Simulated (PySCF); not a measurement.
**PBE0/STO-3G run of [NO2]− (nitrite)**

Aim: the vertical ionisation energy of [NO2]− (nitrite) at PBE0/STO-3G, from 2 runs. Input form: a Python script.

The results are computed with PySCF 2.14.0.

16 further runs of the same task are left out: 7 that didn't finish, 9 set aside as unsound or not needed.

## (1) The molecule

[NO2]− has 3 atoms, charge -1, and is taken as a singlet. SMILES: `O=N[O-]`. Geometry: relaxed at GFN2-xTB.

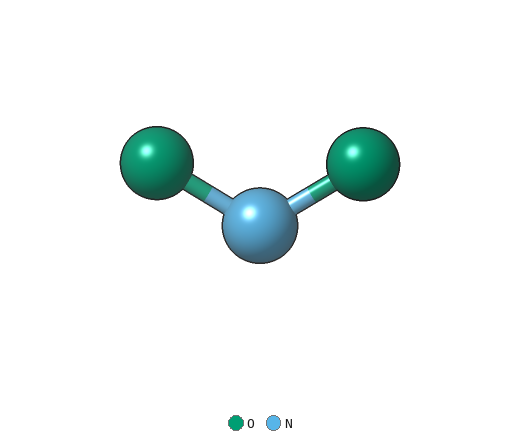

Viewed from a chosen angle; oxygen teal, nitrogen blue.

## (2) The energy at PBE0/STO-3G

The input, input.xyz:

```xyz
3
NO2
O      0.332300     1.015250     0.295330
N      0.330220    -0.248730     0.154080
O     -0.662520    -0.766520    -0.449410
```

The input, run.py:

```python
from pyscf import gto, dft

mol = gto.M(
    atom='input.xyz',
    charge=-1,
    verbose=4,
    basis='sto-3g',
    max_memory=1860,
    spin=0,
)

ks = dft.RKS(mol, xc='pbe0')
ks.conv_tol = 1e-10
ks.grids.level = 5
ks.kernel()
if not ks.converged:
    ks = ks.newton().run(ks.mo_coeff, ks.mo_occ)

e_tot = ks.e_tot
print('Final energy', e_tot)
```

On the command line:

```console
OMP_NUM_THREADS=1 python run.py
```

The program printed:

```text
PySCF version 2.14.0

[INPUT] num. atoms = 3
[INPUT] num. electrons = 24
[INPUT] charge = -1
[INPUT] spin (= nelec alpha-beta = 2S) = 0
[INPUT] symmetry False subgroup None
[INPUT] Mole.unit = angstrom
[INPUT] Symbol           X                Y                Z      unit          X                Y                Z       unit  Magmom
[INPUT]  1 O      0.332300000000   1.015250000000   0.295330000000 AA    0.627955991193   1.918544447965   0.558092816368 Bohr   0.0
[INPUT]  2 N      0.330220000000  -0.248730000000   0.154080000000 AA    0.624025360854  -0.470031578963   0.291169001273 Bohr   0.0
[INPUT]  3 O     -0.662520000000  -0.766520000000  -0.449410000000 AA   -1.251981352047  -1.448512869002  -0.849261817641 Bohr   0.0

nuclear repulsion = 62.1883611346428
number of shells = 9
number of NR pGTOs = 45
number of NR cGTOs = 15
basis = sto-3g
ecp = {}

******** <class 'pyscf.dft.rks.RKS'> ********
method = RKS
initial guess = minao
damping factor = 0
level_shift factor = 0
DIIS = <class 'pyscf.scf.diis.CDIIS'>
diis_start_cycle = 1
diis_space = 8
diis_damp = 0
SCF conv_tol = 1e-10
SCF conv_tol_grad = None
SCF max_cycles = 50
direct_scf = True
direct_scf_tol = 1e-13
XC library pyscf.dft.libxc version 7.0.0
    S. Lehtola, C. Steigemann, M. J.T. Oliveira, and M. A.L. Marques.,  SoftwareX 7, 1–5 (2018)
XC functionals = pbe0
radial grids:
    Treutler-Ahlrichs [JCP 102, 346 (1995); DOI:10.1063/1.469408] (M4) radial grids

becke partition: Becke, JCP 88, 2547 (1988); DOI:10.1063/1.454033
pruning grids: <function nwchem_prune>
grids dens level: 5
symmetrized grids: False
atomic radii adjust function: <function treutler_atomic_radii_adjust>
small_rho_cutoff = 0
Set gradient conv threshold to 1e-05
Initial guess from minao.
tot grids = 128072
init E= -202.464536268396
  HOMO = -0.202897533870459  LUMO = -0.0476221531786309  gap/eV = 4.22526
cycle= 1 E= -201.822598104499  delta_E= 0.642  |g|= 0.711  |ddm|= 2.88
  HOMO = 0.331013017210384  LUMO = 0.465789298091724  gap/eV = 3.66745
cycle= 2 E= -201.715124760313  delta_E= 0.107  |g|= 0.918  |ddm|= 1.75
  HOMO = 0.295032266907539  LUMO = 0.478064342616339  gap/eV = 4.98056
cycle= 3 E= -201.970992560096  delta_E= -0.256  |g|= 0.00755  |ddm|= 1.04
  HOMO = 0.2915634958807  LUMO = 0.478311449489433  gap/eV = 5.08167
cycle= 4 E= -201.971016932735  delta_E= -2.44e-05  |g|= 0.00331  |ddm|= 0.0145
  HOMO = 0.291572546754218  LUMO = 0.478294083638272  gap/eV = 5.08095
cycle= 5 E= -201.971016248755  delta_E= 6.84e-07  |g|= 0.00349  |ddm|= 0.00745
  HOMO = 0.291581915305472  LUMO = 0.478285134367611  gap/eV = 5.08045
cycle= 6 E= -201.971020206886  delta_E= -3.96e-06  |g|= 0.000192  |ddm|= 0.00438
  HOMO = 0.291588889913027  LUMO = 0.478296781839797  gap/eV = 5.08058
cycle= 7 E= -201.971020216805  delta_E= -9.92e-09  |g|= 8.43e-06  |ddm|= 0.0002
  HOMO = 0.291588901961405  LUMO = 0.478297001838351  gap/eV = 5.08059
cycle= 8 E= -201.971020216824  delta_E= -1.99e-11  |g|= 8.18e-07  |ddm|= 1.17e-05
  HOMO = 0.291588908012368  LUMO = 0.478296943894732  gap/eV = 5.08058
Extra cycle  E= -201.971020216824  delta_E= 3.41e-13  |g|= 1.15e-06  |ddm|= 1.98e-06
converged SCF energy = -201.971020216824
Final energy -201.97102021682406
```

Run time: 1.5 s. Hardware: 1 thread of Arm Neoverse V2, shared host; peak memory 0.17 GiB.

## (3) Doublet neutral NO2, same level

The input, mol.xyz:

```xyz
3
NO2
O      0.332300     1.015250     0.295330
N      0.330220    -0.248730     0.154080
O     -0.662520    -0.766520    -0.449410
```

The input, calc.py:

```python
from pyscf import gto, dft

molecule = gto.Mole()
molecule.atom = 'mol.xyz'
molecule.charge = 0
molecule.basis = 'sto-3g'
molecule.max_memory = 1860
molecule.spin = 1
molecule.verbose = 4
molecule.build()

calc0 = dft.UKS(molecule)
calc0.xc = 'pbe0'
calc0.conv_tol = 1e-10
calc0.grids.level = 5
calc0.kernel()
if not calc0.converged:
    calc0 = calc0.newton().run(calc0.mo_coeff, calc0.mo_occ)

e_tot = calc0.e_tot
print(f'total energy: {e_tot:.8f} hartree')
```

On the command line:

```console
OMP_NUM_THREADS=1 python calc.py
```

The program printed:

```text
PySCF version 2.14.0

[INPUT] num. atoms = 3
[INPUT] num. electrons = 23
[INPUT] charge = 0
[INPUT] spin (= nelec alpha-beta = 2S) = 1
[INPUT] symmetry False subgroup None
[INPUT] Mole.unit = angstrom
[INPUT] Symbol           X                Y                Z      unit          X                Y                Z       unit  Magmom
[INPUT]  1 O      0.332300000000   1.015250000000   0.295330000000 AA    0.627955991193   1.918544447965   0.558092816368 Bohr   0.0
[INPUT]  2 N      0.330220000000  -0.248730000000   0.154080000000 AA    0.624025360854  -0.470031578963   0.291169001273 Bohr   0.0
[INPUT]  3 O     -0.662520000000  -0.766520000000  -0.449410000000 AA   -1.251981352047  -1.448512869002  -0.849261817641 Bohr   0.0

nuclear repulsion = 62.1883611346428
number of shells = 9
number of NR pGTOs = 45
number of NR cGTOs = 15
basis = sto-3g
ecp = {}

******** <class 'pyscf.dft.uks.UKS'> ********
method = UKS
initial guess = minao
damping factor = 0
level_shift factor = 0
DIIS = <class 'pyscf.scf.diis.CDIIS'>
diis_start_cycle = 1
diis_space = 8
diis_damp = 0
SCF conv_tol = 1e-10
SCF conv_tol_grad = None
SCF max_cycles = 50
direct_scf = True
direct_scf_tol = 1e-13
number electrons alpha = 12  beta = 11
XC library pyscf.dft.libxc version 7.0.0
    S. Lehtola, C. Steigemann, M. J.T. Oliveira, and M. A.L. Marques.,  SoftwareX 7, 1–5 (2018)
XC functionals = pbe0
radial grids:
    Treutler-Ahlrichs [JCP 102, 346 (1995); DOI:10.1063/1.469408] (M4) radial grids

becke partition: Becke, JCP 88, 2547 (1988); DOI:10.1063/1.454033
pruning grids: <function nwchem_prune>
grids dens level: 5
symmetrized grids: False
atomic radii adjust function: <function treutler_atomic_radii_adjust>
small_rho_cutoff = 0
Set gradient conv threshold to 1e-05
tot grids = 128072
init E= -202.464536268396
[... the frontier-level lines of each cycle are left out ...]


cycle= 1 E= -201.892129711503  delta_E= 0.572  |g|= 0.595  |ddm|= 2.03
cycle= 2 E= -201.600089934375  delta_E= 0.292  |g|= 0.893  |ddm|= 1.57
cycle= 3 E= -202.092534090511  delta_E= -0.492  |g|= 0.0259  |ddm|= 1.01
cycle= 4 E= -202.09297376344  delta_E= -0.00044  |g|= 0.00932  |ddm|= 0.0406
cycle= 5 E= -202.092960576483  delta_E= 1.32e-05  |g|= 0.0106  |ddm|= 0.0209
cycle= 6 E= -202.093030757109  delta_E= -7.02e-05  |g|= 0.000913  |ddm|= 0.0128
cycle= 7 E= -202.093031981567  delta_E= -1.22e-06  |g|= 0.000219  |ddm|= 0.00269
cycle= 8 E= -202.093032082473  delta_E= -1.01e-07  |g|= 4.05e-05  |ddm|= 0.000788
cycle= 9 E= -202.093032086258  delta_E= -3.78e-09  |g|= 1.39e-05  |ddm|= 0.000178
cycle= 10 E= -202.0930320864  delta_E= -1.42e-10  |g|= 3.67e-06  |ddm|= 2.49e-05
cycle= 11 E= -202.093032086436  delta_E= -3.63e-11  |g|= 2.63e-06  |ddm|= 1.88e-05
Extra cycle  E= -202.093032086419  delta_E= 1.69e-11  |g|= 7.43e-06  |ddm|= 1.38e-05
converged SCF energy = -202.093032086419  <S^2> = 0.75529097  2S+1 = 2.005284
total energy: -202.09303209 hartree
```

Run time: 2.8 s. Hardware: 1 thread of Arm Neoverse V2, shared host; peak memory 0.18 GiB.

## (4) Summary of results

At PBE0/STO-3G:

| quantity | value |
| --- | --- |
| singlet [NO2]−: total energy | -201.97102 Eh |
| singlet [NO2]−: HOMO energy | 7.93 eV |
| singlet [NO2]−: LUMO energy | 13.02 eV |
| singlet [NO2]−: HOMO–LUMO gap (to an unbound level, set by the basis) | 5.08 eV |
| doublet neutral NO2: total energy | -202.09303 Eh |
| doublet neutral NO2: dipole moment | 0.04 D |
| doublet neutral NO2: HOMO energy (highest over α and β) | -5.21 eV |
| doublet neutral NO2: LUMO energy (lowest over α and β) | -1.25 eV |
| doublet neutral NO2: ⟨S²⟩ | 0.755 |
| vertical detachment energy (to the doublet neutral) | -3.320 eV |

The species is unbound against losing an electron at this level, by 3.32 eV (−77 kcal/mol); missing correlation or diffuse functions can give that sign where the real anion is bound. In a minimal basis such a difference can be off by several eV, whatever the method. The HOMO (singlet [NO2]−) lies at positive energy, 7.93 eV; only total energies tell whether the electron is bound.
